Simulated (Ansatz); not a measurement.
## Optical response of TiCo

What colour and refractive index does TiCo have at this level of theory?

Main program and level: Ansatz 0.2.0; DFT, PBE, plane-wave PAW, default files, scalar-relativistic, independent-particle optical response without local fields.

## 1. The starting structure

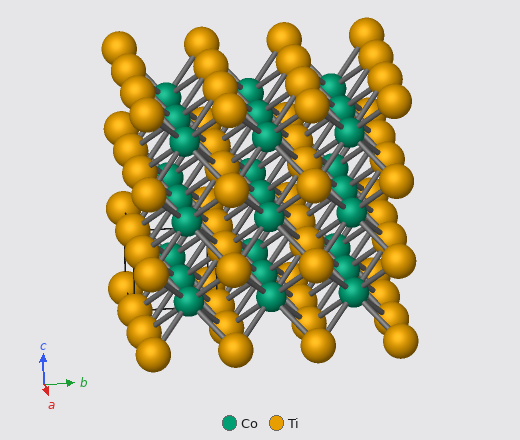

Start, viewed slightly off an axis; cobalt teal, titanium orange. 3×3×3 cells are drawn. Some periodic images of atoms are drawn too.

As a file:

```cif
data_structure
_symmetry_space_group_name_H-M 'Pm-3m'
_symmetry_Int_Tables_number 221
_cell_length_a 2.9861
_cell_length_b 2.9861
_cell_length_c 2.9861
_cell_angle_alpha 90.000
_cell_angle_beta 90.000
_cell_angle_gamma 90.000
_cell_volume 26.63
loop_
_atom_site_label
_atom_site_type_symbol
_atom_site_symmetry_multiplicity
_atom_site_Wyckoff_symbol
_atom_site_fract_x
_atom_site_fract_y
_atom_site_fract_z
_atom_site_occupancy
Co1 Co 1 b 0.50000 0.50000 0.50000 1
Ti1 Ti 1 a 0.00000 0.00000 0.00000 1
```

## 2. Ground state and bands

First the ground state: is it a metal or has it a gap?

This step: DFT, PBE, plane-wave PAW, default files, scalar-relativistic, ground state (Ansatz 0.2.0).

input.yaml

```yaml
crystal:
  lattice:
    - [2.98611099, 0.0, 0.0]
    - [0.0, 2.98611099, 0.0]
    - [0.0, 0.0, 2.98611099]
  atoms:
    - { symbol: Co, position: [0.5, 0.5, 0.5] }
    - { symbol: Ti, position: [0.0, 0.0, 0.0] }
kpoints:
  mp_grid: { grid: [8, 8, 8] }
  band_path:
    path:
      - [[0.0, 0.0, 0.0], [0.0, 0.5, 0.0], [0.5, 0.5, 0.0], [0.0, 0.0, 0.0], [0.5, 0.5, 0.5], [0.0, 0.5, 0.0]]
      - [[0.5, 0.5, 0.0], [0.5, 0.5, 0.5]]
    npoints: 10
scf:
  occupations: { method: fermi_dirac, width: 0.05 }
  n_extra_bands: 6
hamiltonian:
  xc: pbe
  pseudopotentials: { kind: paw }
output:
  forces: true
  stress: true
  populations: true
  write_bands: true
  write_density: true
  write_potential: true
  elf: true
  volumetric_format: npy
```

On the command line:

```sh
ansatz run input.yaml --threads 4 --pin off --max-ram 8192MiB --backend cpu --events-out ev --progress --plain --runs-dir out
```

Numbers of over 12 decimals in the logs are rounded to 6 here.

The log of the run:

```text
scf.n_extra_bands = 6 over 15 filled bands (N_el = 29.0): the run solves 21 bands
Engine: ansatz 0.2.0, aarch64-unknown-linux-gnu
Pseudopotentials: kind: paw
Pseudopotential: Co, paw, valence charge 17, recommended cutoff 420 eV (normal), Co.paw.azcp
Pseudopotential: Ti, paw, valence charge 12, recommended cutoff 420 eV (normal), Ti.paw.azcp
Functional definition: PBE
  parameter kappa = 0.804
  parameter beta = 0.066725
  exchange = pbe_x(kappa = kappa, mu = beta*pi^2/3)
  correlation = pbe_c(beta = beta)
Crystal: 2 atoms, lattice volume = 26.627 Å³
Basis set: ecut = 420 eV, 485 PW (Γ), exchange–correlation on 40×40×40 points (8 copies of the dense FFT grid, shifted against one another)
Bands: 21, of which v1, the nominal top of the filled ones, is band 15 counted from 1 (14 counted from 0)
Symmetry: 48 space group operations
Space group: Pm-3m (ITA 221), of the structure as read, at distance tolerance 3.0e-5 Å
k-points: 35 of 512
Non-local potential: Co, projectors of the file, l = 0: 3, l = 1: 2, l = 2: 3, l = 3: 1
Non-local potential: Ti, projectors of the file, l = 0: 3, l = 1: 2, l = 2: 3, l = 3: 1
PAW form: soft (Blöchl's): semilocal exchange-correlation on the pseudo side does not see the compensation charge
PAW one-centre angular grid: Co, 590 points (default); XC on 64 Gauss nodes
PAW one-centre angular grid: Ti, 590 points (default); XC on 64 Gauss nodes
Initial density: superposition of atomic densities (neutral atoms: chi_scale 0, normalization atom), corrected by the library's trained network
Initial wavefunctions: pseudopotential atomic-orbital guess
Functional: x = pbe(κ = 0.804, μ = 0.219515), c = pbe(β = 0.066725)
SCF iter   1: F=—  HF=-7626.594974 eV  |F-HF|=—  |Δ(HF+E_count)|=         —  Δρ=4.19e-3  dr2=3.69e-3  ethr=1.77e-3  ⟨swp⟩=3.9  Hψ=2774  notcnv=0  defer=1
preconditioner: auto → none  [metal: Δε(μ)=0.087 eV  Ē_g=5.705 eV  σ=0.050 eV  W_gap=0.38  n_scr=6 (ndim 8)  ℏωp=25.9 eV  f_vac=0.000  D(μ)=1.86/eV (n_scr^D=18)  sad-step TF]
SCF iter   2: F=—  HF=-7626.595190 eV  |F-HF|=—  |Δ(HF+E_count)|=   2.16e-4  Δρ=3.82e-3  dr2=4.01e-3  ethr=1.27e-5  ⟨swp⟩=1.9  Hψ=1158  notcnv=0  defer=7
SCF iter   3: F=—  HF=-7626.594988 eV  |F-HF|=—  |Δ(HF+E_count)|=   2.03e-4  Δρ=1.49e-3  dr2=5.51e-4  ethr=1.27e-5  ⟨swp⟩=1.0  Hψ=722  notcnv=0  defer=7
SCF iter   4: F=—  HF=-7626.594970 eV  |F-HF|=—  |Δ(HF+E_count)|=   1.82e-5  Δρ=2.92e-4  dr2=1.18e-5  ethr=1.90e-6  ⟨swp⟩=1.0  Hψ=722  notcnv=0  defer=7
SCF iter   5: F=—  HF=-7626.594968 eV  |F-HF|=—  |Δ(HF+E_count)|=   1.37e-6  Δρ=5.41e-5  dr2=5.13e-7  ethr=4.06e-8  ⟨swp⟩=2.1  Hψ=945  notcnv=0  defer=7
SCF iter   6: F=-7626.594968 eV  HF=-7626.594968 eV  |F-HF|=2.36e-8  |Δ(HF+E_count)|=   1.24e-8  Δρ=1.26e-5  dr2=2.61e-8  ethr=3.45e-10  ⟨swp⟩=8.9  Hψ=4408  notcnv=0
SCF 1 converged in 6 iterations: F = -7626.594968 eV  dr2 = 2.61e-8
  greatest PAW one-centre occupation: 1.000 electrons in one spin orbital (limit 2), on the Co atom at site 0 (counted from 0), in its partial waves of l = 0
NSCF: frozen V_eff on 62 k-points
SCF converged after 6 iterations
Free energy (F): -7626.594968 eV
Harris-Foulkes:  -7626.594968 eV  (|F-HF|=2.36e-8)
Internal energy: -7626.577821 eV  (E = F + TS)
E sigma→0 (E₀):  -7626.586395 eV
Entropy (-TS):   -0.017147 eV (-8.573 meV/atom)
Fermi energy:    16.607529 eV
--- Per-component energies (eV) ---
  E_band       = -403.281963
  E_kinetic    = 729.570022
  E_local      = -3885.820627  (includes V_loc(G=0)·N_el)
  E_nonlocal   = 460.193132
  E_hartree    = 1641.197041
  E_xc         = -257.628716
  E_vxc        = -328.669386  (∫ρ·V_xc dr)
  E_paw        = -2563.039409  (= ΣΔE_a)
  E_vpaw       = -660.938595  (= ΣTr[D̂ρ^β])
  E_aug_tail   = 0.000177  (compensation charges beyond the density's cutoff)
  E_ewald      = -3751.049440
  E_smearing   = -0.017147  (= −TS)
  E_closure    = -0.000000  (closes the sum)
  Σ components = -7626.594968   (vs F -7626.594968, Δ=0.00e0)
--- Forces (eV/Å), atoms counted from 1 ---
  atom   1  Co     0.00000000     0.00000000     0.00000000
  atom   2  Ti    -0.00000000     0.00000000     0.00000000
  max |Σ_I F_I| component: 1.63e-28 eV/Å
--- Stress (GPa, compression-positive) ---
       -2.520144       0.000000       0.000000
        0.000000      -2.520144       0.000000
        0.000000       0.000000      -2.520144
  P = ⅓ Tr σ = -2.5201 GPa (-25.201 kbar)
--- Band table (eV; the first three rows and the last of 35) ---
  k-point 0: bands = [... 11 lower, 15.1718, 15.1718, 15.1718, 17.3977, 17.3977, 19.3233, 19.3233, 19.3233, ... 2 higher]
  k-point 1: bands = [... 11 lower, 15.1515, 15.1515, 15.2271, 17.2393, 17.4530, 18.9270, 18.9270, 19.2555, ... 2 higher]
  k-point 2: bands = [... 11 lower, 15.1126, 15.1126, 15.3690, 16.7969, 17.4861, 18.1457, 18.1457, 19.0833, ... 2 higher]
  k-point 34: bands = [... 11 lower, 14.5090, 14.5090, 14.5090, 16.0713, 16.0713, 19.7362, 19.7362, 23.6743, ... 2 higher]
--- Löwdin populations: 2 sites ---
  site symbol       q [e]
     0     Co     16.8579
     1     Ti     11.7852
  spilling = 0.012307 (of n_electrons = 29.000000)
```

Run time: 0.63 s. Hardware: 4 threads of Arm Neoverse V2, shared host; peak memory 0.32 GiB.

This run has no spin polarisation, although Co can carry a moment.

This step gave:

```
free energy         : -7626.5950 eV
Fermi energy        : 16.61 eV
electrons           : 29
symmetry operations : 48
pressure            : -2.520 GPa
volume              : 26.63 Å³
gap on the path     : 0 eV
```

There are states at the Fermi level within the smearing, so the occupations stay smeared and the carriers get a Drude term. The cell is left with a pressure of -2.5 GPa, as it stands unrelaxed at this level.

Electronic bands along the path, in eV, zero at the Fermi level; # counts the bands kept:

| point | #4 | #5 | #6 | #7 | #8 | #9 | #10 | #11 |
| --- | --- | --- | --- | --- | --- | --- | --- | --- |
| Γ | -1.44 | -1.44 | -1.44 | 0.79 | 0.79 | 2.72 | 2.72 | 2.72 |
| X | -1.51 | -1.51 | -1.01 | -0.78 | 0.12 | 0.64 | 0.64 | 2.21 |
| M | -2.38 | -0.57 | -0.13 | 0.62 | 0.62 | 1.23 | 2.58 | 2.58 |
| Γ | -1.44 | -1.44 | -1.44 | 0.79 | 0.79 | 2.72 | 2.72 | 2.72 |
| R | -2.10 | -2.10 | -2.10 | -0.54 | -0.54 | 3.13 | 3.13 | 7.07 |
| X | -1.51 | -1.51 | -1.01 | -0.78 | 0.12 | 0.64 | 0.64 | 2.21 |
| jump to M | -2.38 | -0.57 | -0.13 | 0.62 | 0.62 | 1.23 | 2.58 | 2.58 |
| R | -2.10 | -2.10 | -2.10 | -0.54 | -0.54 | 3.13 | 3.13 | 7.07 |

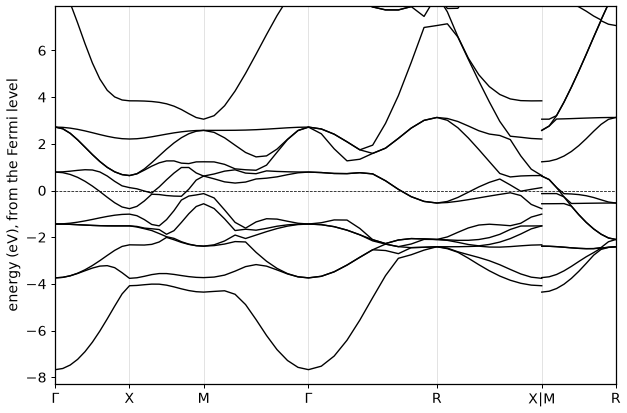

Electronic bands along the path.

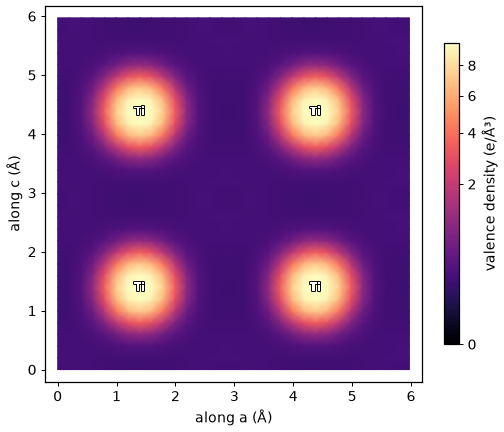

Valence density in the ac plane at fractional y = 0.000, with atoms of Ti within 0.2 Å of it. It is the smooth field of the valence electrons, not physical close to the nuclei. The map starts off the cell's origin, so that atoms lie inside it. The colour scale is stretched toward low values.

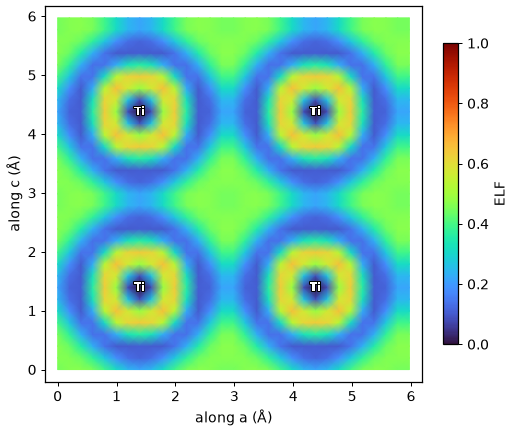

ELF in the ac plane at fractional y = 0.000, with atoms of Ti within 0.2 Å of it. It is the smooth field of the valence electrons, not physical close to the nuclei. The map starts off the cell's origin, so that atoms lie inside it.

## 3. Spectrum

The spectrum is a sum over vertical transitions between filled and empty bands at the fixed density, so many empty bands are needed.

This step: DFT, PBE, plane-wave PAW, default files, scalar-relativistic, independent-particle optical response without local fields (Ansatz 0.2.0).

input.yaml, the sections that differ from step 2:

```yaml
kpoints:
  mp_grid: { grid: [10, 10, 10] }
scf:
  occupations: { method: fermi_dirac, width: 0.05 }
output:
  optics:
    e_range: [0, 20]
    de: 0.05
    sigma: 0.1
    drude_damping: 0.05
    nscf_kmesh: { grid: [12, 12, 12] }
    bands: { spectra_wanted_up_to: 20 }
# crystal, hamiltonian: as in step 2
```

The log of the run:

```text
[...]
Crystal: 2 atoms, lattice volume = 26.627 Å³
Basis set: ecut = 420 eV, 485 PW (Γ)
Bands: 19, of which v1, the nominal top of the filled ones, is band 15 counted from 1 (14 counted from 0)
[... 1 set-up line as in the run before ...]
[...]
k-points: 56 of 1000
[...]
SCF iter   1: F=—  HF=-7626.586844 eV  |F-HF|=—  |Δ(HF+E_count)|=         —  Δρ=4.57e-3  dr2=3.21e-3  ethr=1.77e-3  ⟨swp⟩=3.5  Hψ=4059  notcnv=0
[...]
SCF iter   9: F=-7626.587012 eV  HF=-7626.587012 eV  |F-HF|=0.00e0  |Δ(HF+E_count)|=  3.64e-12  Δρ=3.81e-8  dr2=2.03e-13  ethr=1.00e-12  ⟨swp⟩=2.4  Hψ=2167  notcnv=0
SCF 1 converged in 9 iterations: F = -7626.587012 eV  dr2 = 2.03e-13
[...]
NSCF: frozen V_eff on 84 k-points
output.optics: what the bands over the 36 summed would add to eps1, eps2 and the energy-loss function is held between a lower and an upper bound (6 Lanczos steps). eps1, eps2 and their loss function (loss_summed_bands) are given on every row as the summed bands alone make them. Along an axis, on a row where the two bounds hold the loss function to about 1 % of the greater of itself and 0.5 % of |1/eps|, its cell (loss_completed) is given, with the completed eps1 and eps2 that it is formed of (a cell that is left empty reads nan in the table and null in the record). The two bounds hold it so along every axis on all 400 rows up to 20.000 eV. [rest of the remark cut]
SCF converged after 9 iterations
Free energy (F): -7626.587012 eV
[...]
Internal energy: -7626.564328 eV  (E = F + TS)
E sigma→0 (E₀):  -7626.575670 eV
Entropy (-TS):   -0.022684 eV (-11.342 meV/atom)
Fermi energy:    16.653365 eV
[...]
--- Band table (eV; the first three rows and the last of 56) ---
  k-point 0: bands = [... 11 lower, 15.1837, 15.1837, 15.1837, 17.4134, 17.4134, 19.3421, 19.3421, 19.3421]
  k-point 1: bands = [... 11 lower, 15.1701, 15.1701, 15.2196, 17.3113, 17.4510, 19.0760, 19.0760, 19.2980]
  k-point 2: bands = [... 11 lower, 15.1392, 15.1392, 15.3173, 17.0178, 17.5125, 18.4811, 18.4811, 19.1788]
  k-point 55: bands = [... 11 lower, 14.5173, 14.5173, 14.5173, 16.0842, 16.0842, 19.7569, 19.7569, 23.6748]
```

Run time: 9.8 s. Hardware: 4 threads; peak memory 1 GiB; 36 s of CPU time.

Numbers from this step:

```
main peak of the optical conductivity above 1 eV, first axis : 2.525 eV
Drude plasma energy, first axis                              : 5.688 eV
bands summed                                                 : 36
spectra valid up to                                          : 31.57 eV
program's estimate of the k-sum error in Im epsilon          : 0.25 %
electrons in the f-sum                                       : 14.23
```

The Im ε, any direction has structure finer than the step of the table below, so its rows give means over 1 eV, whole bins alone (the curve runs from 0.3 to 20 eV). Peaks (eV: height): 2.5: 40.6, 3.9: 25.4.

The Im ε, any direction by photon energy; means over each step:

| photon energy (eV) | Im ε, any direction |
| --- | --- |
| 1 | 20.5 |
| 2 | 24.9 |
| 3 | 24.6 |
| 4 | 19.8 |
| 5 | 6.89 |
| 6 | 3.39 |
| 7 | 3.04 |
| 8 | 2.56 |
| 9 | 1.98 |
| 10 | 2.42 |
| 11 | 2.05 |
| 12 | 1.63 |
| 13 | 1.38 |
| 14 | 1.19 |
| 15 | 1.01 |
| 16 | 0.918 |
| 17 | 0.890 |
| 18 | 1.05 |
| 19 | 0.902 |

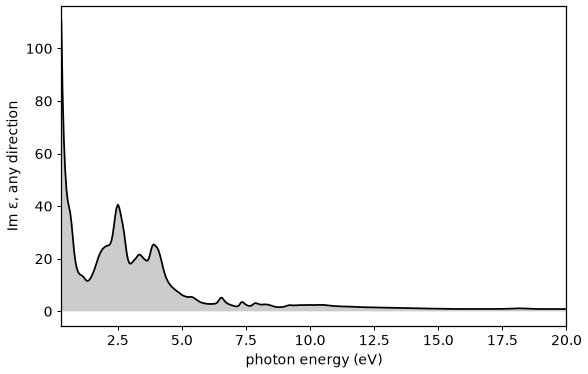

Im ε, any direction against photon energy.

Table of Re ε, any direction by photon energy:

| photon energy (eV) | Re ε, any direction |
| --- | --- |
| 1 | -16.7 |
| 2 | 13.4 |
| 3 | -3.24 |
| 4 | -8.65 |
| 5 | -9.11 |
| 6 | -4.55 |
| 7 | -3.17 |
| 8 | -1.93 |
| 9 | -0.472 |
| 10 | -0.605 |
| 11 | -0.857 |
| 12 | -0.603 |
| 13 | -0.384 |
| 14 | -0.207 |
| 15 | -0.0304 |
| 16 | 0.204 |
| 17 | 0.343 |
| 18 | 0.462 |
| 19 | 0.301 |
| 20 | 0.295 |

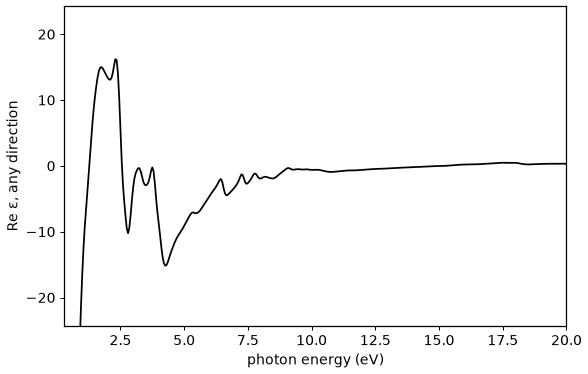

Re ε, any direction against photon energy. Below 1 eV the curve runs off the scale.

Table of loss function −Im 1/ε at q → 0, any direction by energy loss; read off at these points:

| energy loss (eV) | loss function −Im 1/ε at q → 0, any direction |
| --- | --- |
| 1.0 | 0.0296 |
| 2.0 | 0.0314 |
| 3.0 | 0.0535 |
| 4.0 | 0.0362 |
| 5.0 | 0.0513 |
| 6.0 | 0.0988 |
| 6.4 | 0.207 |
| 7.0 | 0.146 |
| 7.2 | 0.295 |
| 7.8 | 0.301 |
| 8.0 | 0.244 |
| 9.0 | 0.521 |
| 10.0 | 0.389 |
| 11.0 | 0.425 |
| 12.0 | 0.546 |
| 13.0 | 0.678 |
| 14.0 | 0.815 |
| 15.0 | 0.966 |
| 15.6 | 1.09 |
| 16.0 | 1.03 |
| 17.0 | 0.977 |
| 18.0 | 0.786 |
| 19.0 | 1.01 |
| 20.0 | 1.02 |

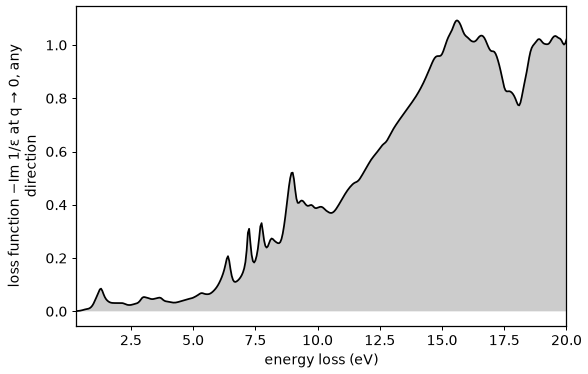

Loss function −Im 1/ε at q → 0, any direction against energy loss.

Table of refractive index n and extinction k by photon energy:

| photon energy (eV) | n | k |
| --- | --- | --- |
| 1 | 1.62 | 4.39 |
| 2 | 4.55 | 2.70 |
| 3 | 2.75 | 3.29 |
| 4 | 2.95 | 4.17 |
| 5 | 0.989 | 3.18 |
| 6 | 0.640 | 2.23 |
| 7 | 0.572 | 1.87 |
| 8 | 0.845 | 1.63 |
| 9 | 0.832 | 1.08 |
| 10 | 0.972 | 1.24 |
| 11 | 0.808 | 1.23 |
| 12 | 0.745 | 1.08 |
| 13 | 0.720 | 0.950 |
| 14 | 0.708 | 0.842 |
| 15 | 0.709 | 0.730 |
| 16 | 0.759 | 0.610 |
| 17 | 0.806 | 0.554 |
| 18 | 0.903 | 0.595 |
| 19 | 0.785 | 0.562 |
| 20 | 0.782 | 0.563 |

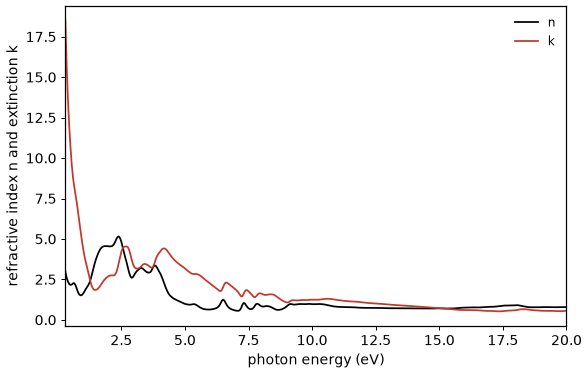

Refractive index n and extinction k against photon energy.

The reflectivity at normal incidence, any direction has structure finer than the step of the table below, so its rows give means over 1 eV, whole bins alone (the curve runs from 0.3 to 20 eV). Peaks (eV: height): 2.8: 66.0, 4.4: 73.2, 6.8: 63.1, 7.5: 52.9, 8.6: 47.7, 10.8: 32.9.

Reflectivity at normal incidence, any direction against photon energy; means over each step:

| photon energy (eV) | reflectivity at normal incidence, any direction (%) |
| --- | --- |
| 1 | 69.1 |
| 2 | 51.9 |
| 3 | 59.4 |
| 4 | 64.1 |
| 5 | 70.8 |
| 6 | 62.4 |
| 7 | 54.2 |
| 8 | 43.3 |
| 9 | 33.2 |
| 10 | 28.4 |
| 11 | 31.7 |
| 12 | 28.9 |
| 13 | 25.2 |
| 14 | 21.9 |
| 15 | 17.8 |
| 16 | 12.8 |
| 17 | 9.55 |
| 18 | 10.0 |
| 19 | 10.8 |

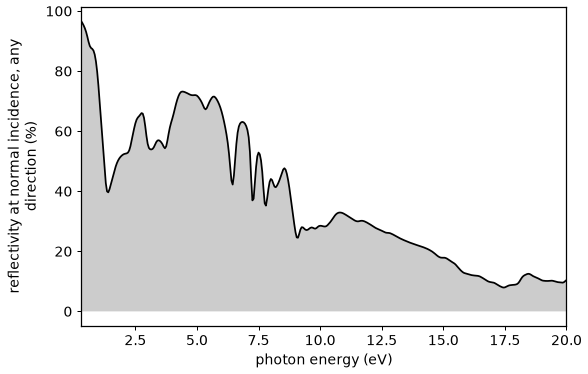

Reflectivity at normal incidence, any direction, plotted against photon energy.

From ε follow the optical constants at some laser and lamp lines:

| wavelength (nm) | n | k | R (%) | 1/α |
| --- | --- | --- | --- | --- |
| 1064 | 2.06 | 3.171 | 57.5 | 27 nm |
| 800 | 3.95 | 1.890 | 43.7 | 34 nm |
| 633 | 4.55 | 2.658 | 52.0 | 19 nm |
| 532 | 5.06 | 3.077 | 56.2 | 14 nm |
| 405 | 2.91 | 3.193 | 54.3 | 10 nm |
| 365 | 3.09 | 3.454 | 56.9 | 8.4 nm |
| 308 | 2.88 | 4.221 | 65.0 | 5.8 nm |

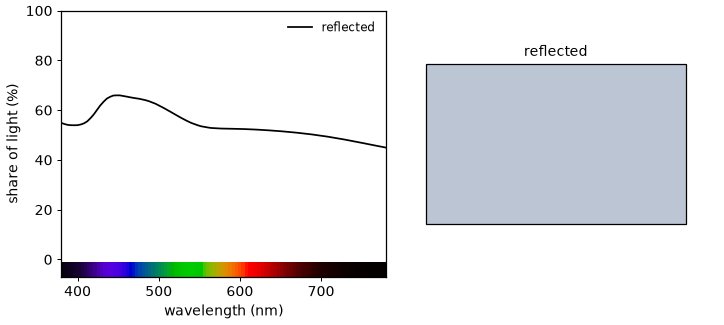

Light reflected across the visible range, with the colour that it makes of daylight (sRGB).

A polished face would reflect 55 % of daylight and look faintly blue (CIE x = 0.295, y = 0.311 under D65).

## 4. Results

- gap on the path: 0 eV
- main peak of the optical conductivity above 1 eV, first axis: 2.52 eV
- Drude plasma energy, first axis: 5.69 eV

**Reading.** At this level (PBE, independent particles) TiCo is a metal with a Drude plasma energy of 5.7 eV; it reflects 54 % at 550 nm. Along x the bare Drude plasma energy is 5.7 eV; Re ε first rises through zero at 1.28 eV, far lower, because interband transitions screen the carriers. Im ε is 12 there, so the loss peak at that energy is weak. A polished face would reflect 55 % of daylight and look faintly blue (CIE x = 0.295, y = 0.311 under D65). In the base run ε includes the program's bounded estimate of what the bands above those summed add. The carriers' damping of 0.05 eV is typed, not computed; at 0.8 eV the carriers give 14 % of Im ε along the first axis; the rest comes from the sum over bands, which at low energy also holds close bands and the noise of the mesh. The run has no spin polarisation; magnetic order or correlation, untested here, could change the spectrum. The Fermi-Dirac width of 0.05 eV acts as an electron temperature of 580 K in the carriers' term.

[Logs are printed without paths, hosts, clocks, repeated set-up lines and the standing remarks that a program may print on its own settings, such as how far it seeks lower states.]

[Hosts, paths, dates, database ids (printed as entryN), source tags and the programs' standing remarks are cut or masked in the printed files.]
